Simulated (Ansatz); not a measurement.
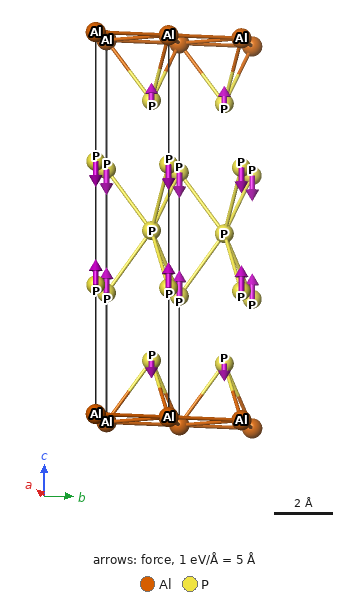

Starting geometry of a crystal of AlP5 (a generated structure, set up in P-6m2) with the computed forces as purple arrows. The picture is a ball-and-stick view of the cell of the calculation, repeated 1 × 2 × 1 with one cell outlined, seen from a free direction.

Theory: DFT PBE, scalar-relativistic, plane waves, PAW in Ansatz 0.2.0.

Input
```yaml
crystal:
  lattice:
    - [2.7579715629, 0.0, 0.0]
    - [-1.3789857815, 2.3884734364, 0.0]
    - [0.0, 0.0, 13.4702531917]
  atoms:
    - { symbol: Al, position: [0.0, 0.0, 0.0] }
    - { symbol: P, position: [0.3333333333, 0.6666666667, 0.8404417749] }
    - { symbol: P, position: [0.0, 0.0, 0.6617809426] }
    - { symbol: P, position: [0.3333333333, 0.6666666667, 0.5] }
    - { symbol: P, position: [0.0, 0.0, 0.3382190574] }
    - { symbol: P, position: [0.3333333333, 0.6666666667, 0.1595582251] }
basis:
  ecutwfc: 420
kpoints:
  mp_grid: { grid: [18, 18, 4] }
hamiltonian:
  xc: pbe
scf:
  occupations: { method: gaussian, width: 0.1 }
output:
  forces: true
  stress: true
  eigenvalues: true
relax:
  adjacent_minimum: "off"
  f_tol: 0.01
  max_steps: 80
  cell: { stress_tol: 0.05 }
```

Launched with:
```bash
ansatz run input.yaml --threads 1 --pin off --max-ram 2560MiB --backend cpu --events-out ev --progress --plain --runs-dir out
```

**Is this structure relaxed? If not, where do the atoms go?**

It isn't relaxed: the largest force vector, on P atoms, is 0.18 eV/Å. Measured relative to the changing cell, the final displacements run against the starting forces (cosine between the two patterns −0.86). The largest moves relative to the cell, 0.12 Å, are those of P2 and P6. P2 goes along −c. Al stays in place. Cell: a = b 2.758 → 3.318 Å (+20.3 %), c 13.470 → 9.781 Å (−27.4 %). Volume +5.1 %. Among the contacts that change: Al1–Al1 2.758 → 3.318 Å, P2–P2 2.758 → 3.318 Å, P2–P3 2.886 → 2.476 Å, P3–P4 2.699 → 2.521 Å. Bond angles that change, for instance: P2–Al1–P6 106.9° → 82.6°, Al1–P6–Al1 62.1° → 81.2°, P2–Al1–P2 62.1° → 81.2°. The space group stays P-6m2 (No. 187). After 21 accepted moves (24 points after the start) the energy has fallen by 386 meV per atom. Largest force component: 0.18 eV/Å at the start, 0.00067 eV/Å at the end. Pressure: 0.46 GPa at the start and −0.02 GPa at the end. The line search rejected the trial step at point 7 of the run. The SCF was repeated twice at an unchanged geometry on a basis and grid sized afresh for the cell, which shifted the energy by 15.1 meV per atom at most. The run took 19 min on 1 thread of Intel(R) Xeon(R) Processor @ 2.50GHz (Skylake/Cascade Lake) (shared host), peak memory 0.48 GiB.
